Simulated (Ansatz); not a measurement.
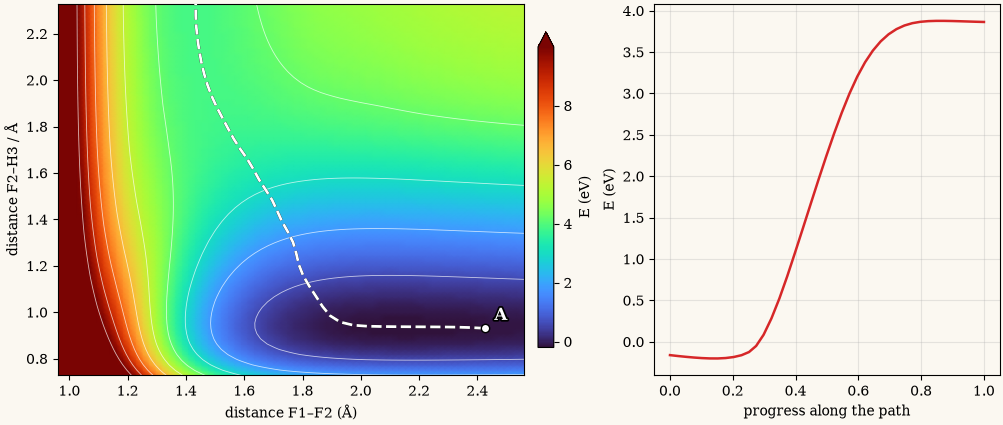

The system F + FH, spin multiplicity 2. The first coordinate is: distance F1–F2; the second: distance F2–H3. Nothing is relaxed (the angle F1–F2–H3 is fixed at 120 degrees). The scan uses a 17 × 17 grid. Points are written as (first, second). Energies: eV, counted from F far from the relaxed FH (each part in its own basis). In part of the range the unrestricted reference is strongly spin-contaminated. Level of theory: UKS PBE-D4/aug-cc-pVTZ (Ansatz).

The picture shows a smooth colour map with a few white contour lines, a line along the lowest path, one colour for all values above the top of the scale, the energy along the path at the right, the start A. Between grid points the surface is interpolated.

> Describe the path and its barrier.

The easiest path runs from the side where the first distance is long, about (2.42 Å, 0.93 Å), to the side where the second distance is long, about (1.43 Å, 2.33 Å). Its highest point, at about (1.46 Å, 2.03 Å), lies about 4 eV above the start and 0.013 eV above the end on the interpolated surface. An end on the edge of the scan is no minimum, so the barrier from there is a lower bound. On the way it dips to about 0.04 eV below the lower end.
